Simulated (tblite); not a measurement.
Geometry relaxation, with input and output: C₂H₆GeN (part 4 of 4)

Continued. System: C₂H₆GeN, multiplicity 2. Method: GFN2-xTB geometry optimisation, gas phase (tblite 0.8.0). It belongs to a series of runs on one base structure; here: H removed from Ge.

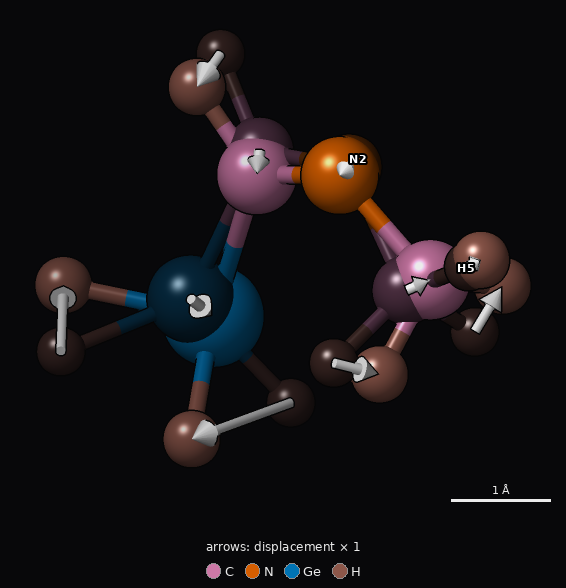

Figure 1. Start (faint) and end (solid) with the displacements as white arrows, at true length (ball-and-stick view, seen at a tilt). The two geometries are laid on each other by the best rigid fit. The atom that moves furthest after the best rigid fit is H9 (1.49 Å). By element the largest moves are H 1.49 Å, Ge 0.44 Å, C 0.27 Å, N 0.20 Å. Among the contacts that change: C3–Ge4 1.883 → 2.025 Å, Ge4–H10 1.514 → 1.563 Å, C1–H5 1.126 → 1.089 Å, N2–C3 1.277 → 1.241 Å. Among the angles that change: H9–Ge4–H10 115.6° → 95.9°, C3–Ge4–H10 116.6° → 99.2°, C3–Ge4–H9 116.1° → 101.8°. The energy falls by 88.0 kJ/mol in 86 geometry steps. The largest force component goes from 2.2 to 0.005 eV/Å. (Atoms are counted from 1 in the order of the input.)

The run was set up as follows.

**Input**
```
{"job": {"kind": "relax", "xc": "GFN2-xTB", "basis": "xTB"}, "charge": 0, "multiplicity": 2}
C     -1.360300    -0.144400    -0.200200
N     -0.616500     1.068200    -0.018500
C      0.636500     1.138900     0.216800
Ge     1.655800    -0.441600     0.311300
H     -2.379500     0.201200    -0.532700
H     -0.987800    -0.772200    -1.025800
H     -1.540100    -0.713100     0.726600
H      1.145500     2.098400     0.353000
H      1.018600    -1.611600     1.076000
H      2.436600    -0.819200    -0.929100
```

The first line tells a small driver script what to run in tblite; the rest is the geometry in Å.

Launch command:
```bash
OMP_NUM_THREADS=1 python <driver script> task.json out
```

**Key numbers**

| quantity | value |
| --- | --- |
| outcome | converged |
| total energy | −329.3879 eV |
| hardware | 1 CPU thread, shared host |
| peak memory | 0.18 GiB |
